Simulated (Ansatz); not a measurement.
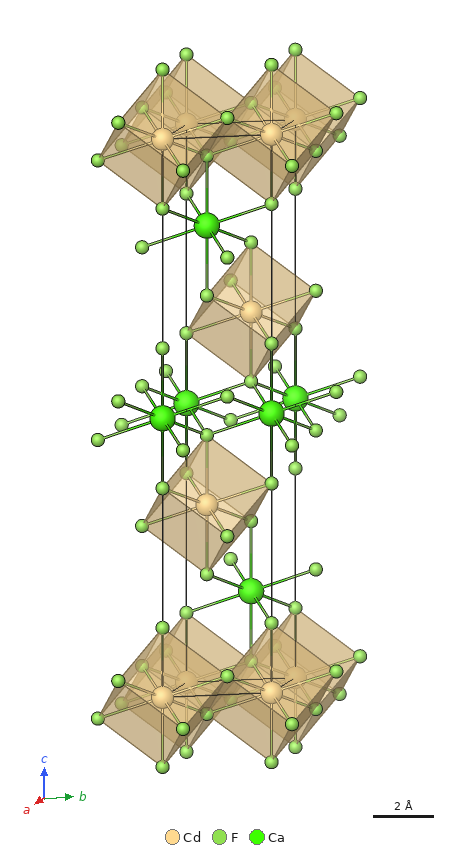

The figure gives a polyhedral picture of the atoms, viewed slightly off an axis. The conventional unit cell is outlined; an atom on or near a face, edge or corner is repeated at each equivalent position. A few atoms beyond the faces are included.

CaCdF₄, space group R-3m (No. 166), a = 3.824 Å, b = 3.824 Å, c = 18.799 Å, α = 90.00°, β = 90.00°, γ = 120.00°. The starting point was a structure type filled with these elements by a generator (whether the compound takes this form wasn't checked). Earlier steps of the study, as a rule a relaxation of our own, may have changed the cell and positions, so they can lie some per cent off the listed ones. It was run through Ansatz as a DFT input.

This one geometry was computed with Ansatz (DFT, plane waves, PAW) at five levels of theory: PBE, PBE with spin-orbit coupling, HSE06, r2SCAN and PBE0. It was relaxed beforehand with r2SCAN.

Q: Which level gives the highest pressure at this volume, and what does that say about its equilibrium volume?

A: Highest: PBE (4.4 GPa) and PBE with spin-orbit coupling (4.4 GPa), which points to the largest equilibrium volume. Lowest, with the smallest volume: r2SCAN (0.0 GPa). Levels within 0.5 GPa of each other can't be told apart.

Q: How does the band gap change with the level of theory?

A: PBE with spin-orbit coupling: a gap of 4.48 eV, indirect; PBE: a gap of 4.49 eV, indirect; r2SCAN: a gap of 5.17 eV, indirect; HSE06: a gap of 6.59 eV, indirect; PBE0: a gap of 7.36 eV, indirect.

Q: Collect the results in a table.

A:
| level | cutoff (eV) | k-mesh of the run's cell | gap (eV) | pressure (GPa) |
| --- | --- | --- | --- | --- |
| PBE | 420 | 8×8×8 | 4.49 | 4.4 |
| PBE with spin-orbit coupling | 420 | 8×8×8 | 4.48 | 4.4 |
| HSE06 | 420 | 4×4×4 | 6.59 | 1.6 |
| r2SCAN | 500 | 8×8×8 | 5.17 | 0.0 |
| PBE0 | 420 | 4×4×4 | 7.36 | 1.3 |

Gaps are taken on the k-mesh or band path of each run.
